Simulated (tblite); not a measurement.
**Run report: CH8B5Cl, saddle-point search**

The run: saddle-point search of CH8B5Cl (nido-2-CB5H9 (Cl for H, site c on C)). Method and program: GFN2-xTB saddle search (eigenvector following) and harmonic vibrations, gas phase (tblite 0.8.0).

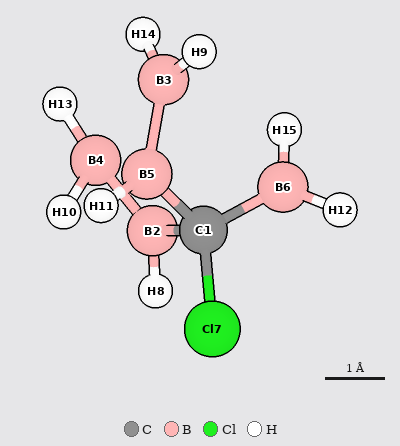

**Figure 1.** The starting structure (ball-and-stick view, seen at a tilt; atoms are numbered from 1 in the order of the input). Bond lengths as drawn: B–B 1.57 to 1.63 Å, B–C 1.54 to 1.63 Å, B–H 1.17 to 1.21 Å and C–Cl 1.82 Å.

## Key numbers

```json
{"quantity": "outcome", "value": "converged"}
{"quantity": "total energy", "value": "−458.5198 eV"}
{"quantity": "point group", "value": "C1"}
{"quantity": "hardware", "value": "1 CPU thread, shared host"}
{"quantity": "wall time", "value": "3.5 s"}
{"quantity": "peak memory", "value": "0.18 GiB"}
```

## Input file
```
{"job": {"xc": "GFN2-xTB", "basis": "xTB", "kind": "saddle"}, "charge": 0, "multiplicity": 1}
C     -0.320899    -1.015314     0.198281
B     -1.350909     0.140292     0.702940
B      1.641786     0.684904    -0.719426
B     -0.920218     1.653687     0.687533
B      1.019492    -0.220405     0.479397
B     -0.411481    -1.251000    -1.324190
Cl    -0.497949    -2.535650     1.190221
H     -2.318258    -0.288226     1.208941
H      2.505034     0.219084    -1.366611
H     -0.651770     1.096604     1.727811
H      1.544447    -0.446836     1.506040
H     -0.325762    -2.323581    -1.779889
H     -0.719742     2.827482     0.529206
H      1.351396     1.778610    -1.020119
H     -0.545168    -0.319651    -2.020137
```

The first line tells a small driver script what to run in tblite; the rest is the geometry in Å.

Command:
```bash
OMP_NUM_THREADS=1 python <driver script> task.json out
```

## The program's output
```
step      E/eV     max force
  0    -457.87721   1.0244
  1    -458.04506   0.9407
  2    -458.16689   0.8106
  3    -458.25237   0.6343
  4    -458.32304   0.5503
  5    -458.36690   0.4191
  6    -458.41467   0.3297
  7    -458.45221   0.2462
  8    -458.48209   0.1762
  9    -458.49915   0.1299
 10    -458.50192   0.2016
 11    -458.51057   0.1148
 12    -458.51621   0.0882
 13    -458.51797   0.1035
 14    -458.51836   0.2023
 15    -458.51909   0.0303
 16    -458.51958   0.0127
 17    -458.51973   0.0328
 18    -458.51973   0.0063
 19    -458.51978   0.0086
 20    -458.51978   0.0010
lowest wavenumbers (cm-1): -120.6 54.8 100.1 115.8 158.6 163.4
```

## Trajectory as extended XYZ (Å, eV, eV/Å), 7 of the 12 frames kept, from step=0 to step=20
```
15
Properties=species:S:1:pos:R:3:forces:R:3 step=0 energy=-457.87721
C    -0.3209   -1.0153    0.1983   -0.0190   0.0090  -0.0130
B    -1.3509    0.1403    0.7029   -0.2300   0.3800  -0.7240
B     1.6418    0.6849   -0.7194    0.0150   0.0120  -0.0110
B    -0.9202    1.6537    0.6875    0.0120   0.0010   0.0190
B     1.0195   -0.2204    0.4794   -0.0020   0.0030  -0.0210
B    -0.4115   -1.2510   -1.3242    0.0060  -0.0220  -0.0170
Cl   -0.4979   -2.5357    1.1902    0.0160   0.0060   0.0120
H    -2.3183   -0.2882    1.2089   -0.0010   0.0340   0.0120
H     2.5050    0.2191   -1.3666    0.0030   0.0090  -0.0010
H    -0.6518    1.0966    1.7278    0.4330   0.6040   0.7050
H     1.5444   -0.4468    1.5060   -0.0040  -0.0260  -0.0060
H    -0.3258   -2.3236   -1.7799   -0.0110  -0.0110  -0.0120
H    -0.7197    2.8275    0.5292   -0.2560  -0.9790   0.0530
H     1.3514    1.7786   -1.0201    0.0030   0.0010   0.0000
H    -0.5452   -0.3197   -2.0201    0.0340  -0.0220   0.0040
15
Properties=species:S:1:pos:R:3:forces:R:3 step=3 energy=-458.25237
C    -0.2890   -0.9986    0.2180   -0.0340  -0.0410  -0.0490
B    -1.4055    0.0978    0.5742   -0.0410   0.2220  -0.1480
B     1.6477    0.6618   -0.7765    0.0100  -0.0150   0.0010
B    -0.8958    1.5814    0.8462   -0.0500  -0.1320   0.2860
B     1.0470   -0.1824    0.4773   -0.0180  -0.0130  -0.0270
B    -0.3941   -1.2270   -1.3080    0.0060  -0.0450  -0.0360
Cl   -0.4483   -2.4922    1.2437   -0.0260  -0.0150  -0.0510
H    -2.4137   -0.3351    0.9952    0.0390  -0.0380  -0.1090
H     2.4814    0.1448   -1.4235    0.0190   0.0160  -0.0050
H    -0.6893    1.2534    1.9715    0.2080   0.5360   0.2680
H     1.5749   -0.3779    1.5083   -0.0150  -0.0310  -0.0260
H    -0.3959   -2.2974   -1.7783    0.0190   0.0160   0.0190
H    -0.7037    2.7103    0.5707   -0.1440  -0.4320  -0.0930
H     1.3554    1.7371   -1.1328    0.0120   0.0140   0.0210
H    -0.4710   -0.2759   -1.9859    0.0140  -0.0440  -0.0500
15
Properties=species:S:1:pos:R:3:forces:R:3 step=7 energy=-458.45221
C    -0.2781   -0.9673    0.2239    0.0060  -0.0070  -0.0740
B    -1.4008    0.1079    0.5983   -0.0760  -0.0090   0.0780
B     1.7311    0.5821   -0.8523   -0.0050   0.0160   0.0010
B    -1.0009    1.5971    1.0485    0.0330   0.0010   0.1990
B     1.1205   -0.2323    0.4140   -0.0300  -0.0110   0.0020
B    -0.3757   -1.2083   -1.3050    0.0120  -0.0400  -0.0220
Cl   -0.4606   -2.4559    1.2550   -0.0240  -0.0110  -0.0420
H    -2.4529   -0.3694    0.8332    0.0670   0.0050  -0.0730
H     2.5061    0.0533   -1.5619   -0.0240   0.0200   0.0300
H    -0.8425    1.5228    2.2197    0.0740   0.2310  -0.0420
H     1.6590   -0.4329    1.4376   -0.0080  -0.0270  -0.0120
H    -0.3150   -2.2822   -1.7644    0.0080   0.0380   0.0220
H    -0.8612    2.6672    0.5910   -0.0620  -0.1840  -0.0530
H     1.4813    1.6885   -1.1450    0.0120   0.0040   0.0130
H    -0.5102   -0.2706   -1.9928    0.0160  -0.0260  -0.0270
15
Properties=species:S:1:pos:R:3:forces:R:3 step=10 energy=-458.50192
C    -0.2891   -0.9513    0.1721    0.0180   0.0380  -0.0210
B    -1.3797    0.1326    0.6455   -0.1290  -0.0510   0.1280
B     1.7409    0.6064   -0.8783   -0.0130   0.0390   0.0040
B    -1.0091    1.6024    1.2290    0.0030  -0.0080   0.0150
B     1.1301   -0.2602    0.3543   -0.0110   0.0060   0.0150
B    -0.3495   -1.2900   -1.3356   -0.0260   0.1120  -0.0130
Cl   -0.5601   -2.3893    1.2725    0.0010   0.0500  -0.0190
H    -2.4741   -0.3213    0.6825    0.1730   0.1020  -0.0180
H     2.5001    0.1101   -1.6265   -0.0160   0.0140   0.0270
H    -0.8071    1.7011    2.3874    0.0060   0.0030  -0.1310
H     1.6858   -0.5025    1.3593   -0.0050  -0.0080  -0.0020
H    -0.2799   -2.3896   -1.7085    0.0110  -0.1180  -0.0670
H    -0.9726    2.6223    0.6471   -0.0130  -0.1130   0.0060
H     1.5081    1.7356   -1.1005    0.0070  -0.0540   0.0240
H    -0.4436   -0.4064   -2.1003   -0.0050  -0.0140   0.0510
15
Properties=species:S:1:pos:R:3:forces:R:3 step=12 energy=-458.51621
C    -0.2667   -0.9590    0.1340    0.0030  -0.0200  -0.0380
B    -1.3740    0.1042    0.6441   -0.0240  -0.0380   0.0290
B     1.7514    0.6880   -0.8258   -0.0050  -0.0010   0.0010
B    -0.9614    1.5571    1.2293    0.0130   0.0260   0.0380
B     1.1249   -0.2412    0.3533    0.0070   0.0140  -0.0290
B    -0.4099   -1.3567   -1.3542    0.0000  -0.0300   0.0050
Cl   -0.5706   -2.3356    1.3099   -0.0040   0.0320  -0.0080
H    -2.4698   -0.3236    0.6038    0.0300   0.0230  -0.0110
H     2.5407    0.2424   -1.5739   -0.0140   0.0110   0.0170
H    -0.6870    1.7110    2.3627   -0.0080  -0.0020  -0.0750
H     1.6725   -0.4870    1.3628    0.0010   0.0000  -0.0010
H    -0.4586   -2.4754   -1.6994    0.0000   0.0840   0.0270
H    -0.9484    2.5416    0.5904   -0.0070  -0.0470   0.0180
H     1.5026    1.8210   -0.9987    0.0080  -0.0260   0.0140
H    -0.4456   -0.4868   -2.1383    0.0010  -0.0260   0.0130
15
Properties=species:S:1:pos:R:3:forces:R:3 step=16 energy=-458.51958
C    -0.2529   -0.9692    0.1368    0.0000  -0.0010  -0.0030
B    -1.3759    0.0759    0.6518    0.0010   0.0030   0.0000
B     1.7698    0.7231   -0.7798   -0.0010   0.0050  -0.0010
B    -0.9601    1.5491    1.1790    0.0010   0.0040   0.0050
B     1.1404   -0.2600    0.3509    0.0010   0.0020  -0.0010
B    -0.4498   -1.3584   -1.3468    0.0010  -0.0070  -0.0030
Cl   -0.5538   -2.3438    1.3164    0.0000  -0.0010   0.0010
H    -2.4659   -0.3624    0.6224   -0.0010  -0.0010   0.0000
H     2.5410    0.3126   -1.5643   -0.0010   0.0010   0.0010
H    -0.6369    1.7621    2.2863   -0.0020   0.0000  -0.0100
H     1.7088   -0.5395    1.3409    0.0000   0.0000  -0.0010
H    -0.5747   -2.4693   -1.6877   -0.0010   0.0120   0.0040
H    -0.9880    2.4975    0.4904   -0.0010  -0.0060   0.0030
H     1.5535    1.8720   -0.8652    0.0020  -0.0080   0.0030
H    -0.4554   -0.4896   -2.1312    0.0000  -0.0030   0.0010
15
Properties=species:S:1:pos:R:3:forces:R:3 step=20 energy=-458.51978
C    -0.2428   -0.9712    0.1382    0.0000   0.0000   0.0000
B    -1.3745    0.0680    0.6483    0.0000   0.0000   0.0000
B     1.7807    0.7367   -0.7648    0.0000   0.0000   0.0000
B    -0.9657    1.5478    1.1615    0.0000   0.0000   0.0000
B     1.1525   -0.2677    0.3475    0.0000   0.0000   0.0000
B    -0.4666   -1.3611   -1.3419    0.0000   0.0000   0.0000
Cl   -0.5438   -2.3432    1.3226    0.0000   0.0000   0.0000
H    -2.4621   -0.3766    0.6218    0.0000   0.0000   0.0000
H     2.5397    0.3407   -1.5683    0.0000   0.0000   0.0000
H    -0.6387    1.7760    2.2641    0.0000   0.0000   0.0000
H     1.7320   -0.5621    1.3270    0.0000   0.0000   0.0000
H    -0.6351   -2.4681   -1.6750    0.0000   0.0000   0.0000
H    -1.0028    2.4872    0.4613    0.0000   0.0000   0.0000
H     1.5800    1.8903   -0.8117    0.0000  -0.0010   0.0000
H    -0.4526   -0.4967   -2.1306    0.0000   0.0000   0.0000
```
